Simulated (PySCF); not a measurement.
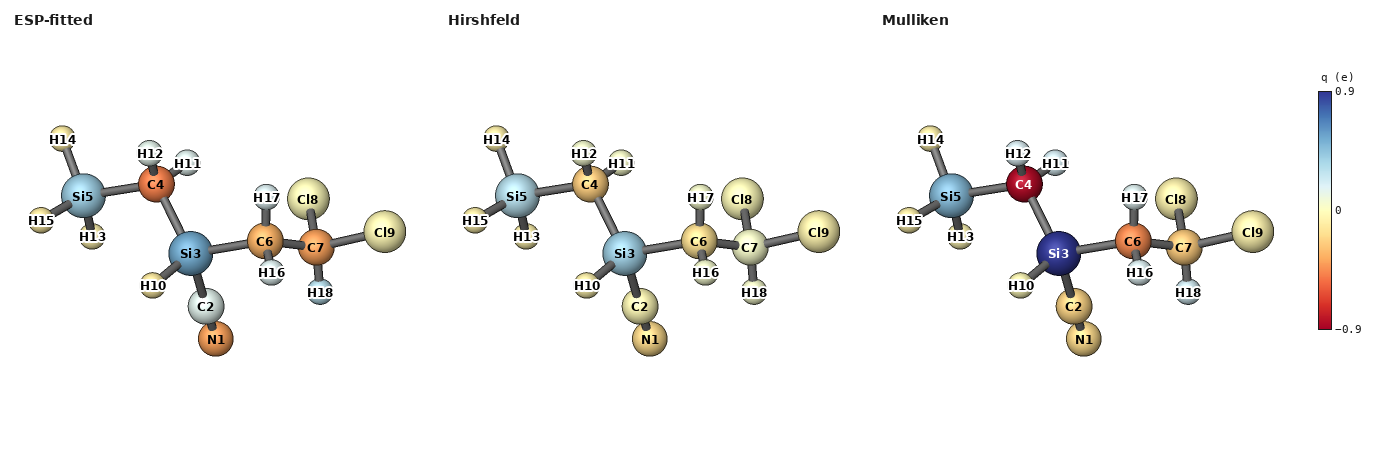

Atomic charges of one calculation by 3 schemes, on one colour scale. The computed structure is the end point of a GFN2-xTB optimisation. No frequency run is at hand to confirm it as a minimum. Level of theory: PBE0/pcSseg-1 (PySCF 2.14.0).

On which atom do the schemes disagree most?

On C4 (from −0.86 to −0.24 e).

List the charges (e), one line for each set of equivalent atoms.

| atom | ESP-fitted | Hirshfeld | Mulliken |
| --- | --- | --- | --- |
| N1 | −0.39 | −0.19 | −0.20 |
| C2 | 0.15 | −0.03 | −0.21 |
| Si3 | 0.54 | 0.40 | 0.89 |
| C4 | −0.48 | −0.24 | −0.86 |
| Si5 | 0.40 | 0.32 | 0.48 |
| C6 | −0.34 | −0.17 | −0.45 |
| C7 | −0.39 | 0.04 | −0.25 |
| Cl8 | −0.02 | −0.01 | −0.06 |
| Cl9 | −0.04 | −0.06 | −0.06 |
| H10 | −0.11 | −0.06 | −0.02 |
| H11 | 0.16 | 0.04 | 0.20 |
| H12 | 0.14 | 0.05 | 0.18 |
| H13 | −0.08 | −0.07 | −0.05 |
| H14 | −0.10 | −0.07 | −0.07 |
| H15 | −0.11 | −0.08 | −0.07 |
| H16 | 0.17 | 0.05 | 0.17 |
| H17 | 0.17 | 0.04 | 0.17 |
| H18 | 0.31 | 0.05 | 0.22 |

The geometry is semi-empirical. Around Si such bond lengths and angles can be off by a tenth of an ångström or more and by several degrees, and values that hang on the shape move with them.
